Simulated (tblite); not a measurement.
C$_{3}$H$_{7}$P: frequency calculation

System: C$_{3}$H$_{7}$P, SMILES CP1CC1.
Method: GFN2-xTB harmonic vibrations, gas phase (tblite 0.8.0).

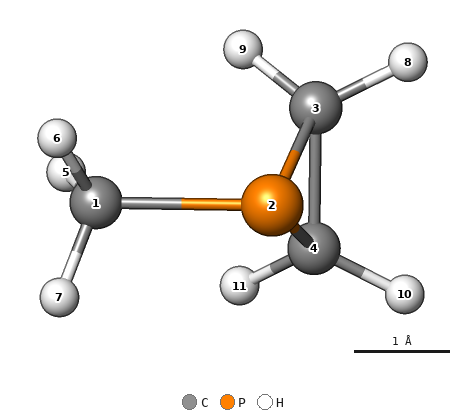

The structure as given in the input (ball-and-stick view, seen at a tilt; atoms are numbered from 1 in the order of the input).

## Summary

```tsv
quantity	value
outcome	converged
total energy	−339.3733 eV
zero-point energy	56.6460 kcal/mol
hardware	1 CPU thread, shared host
peak memory	0.18 GiB
```

## Input file
```
{"job": {"kind": "ir", "xc": "GFN2-xTB", "basis": "xTB"}, "charge": 0, "multiplicity": 1}
C      1.617084     0.015779     0.173103
P      0.051795    -0.333304     1.117725
C     -1.073523    -0.748795    -0.281792
C     -1.119602     0.696211     0.136296
H      1.424698     0.177684    -0.885034
H      2.298076    -0.825234     0.293698
H      2.092853     0.899604     0.595729
H     -1.936615    -1.355262    -0.043122
H     -0.631916    -0.991278    -1.238914
H     -2.014228     1.032948     0.642203
H     -0.703195     1.434317    -0.535854
```

The first line tells a small driver script what to run in tblite; the rest is the geometry in Å.

Launched with:
```bash
OMP_NUM_THREADS=1 python <driver script> task.json out
```

## What the program printed
```
mode    cm-1     km/mol
  1     106.6      0.26
  2     271.4      0.07
  3     289.7      0.33
  4     667.2      3.99
  5     712.9     11.33
  6     727.1     25.73
  7     765.5      0.10
  8     796.2      3.30
  9     833.8      3.17
 10     902.4     15.07
 11     930.1     28.32
 12     997.4     10.11
 13    1010.0      6.76
 14    1136.2     14.82
 15    1145.4      0.04
 16    1322.7      0.47
 17    1403.7      0.04
 18    1432.1      1.51
 19    1444.4      3.02
 20    1465.3      3.34
 21    3004.6     12.12
 22    3008.1      4.36
 23    3015.3     13.87
 24    3049.7     11.79
 25    3051.4      2.93
 26    3059.1      4.62
 27    3076.1     35.94
```

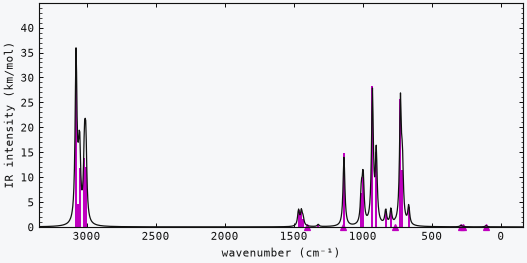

Harmonic infrared spectrum, unscaled: sticks (degenerate modes added up, dark ones marked on the axis) with a Lorentzian envelope of 16 cm⁻¹ full width, scaled to the tallest stick. 27 modes from 107 to 3076 cm⁻¹, none imaginary. The strongest line is at 3076 cm⁻¹ (36 km/mol).
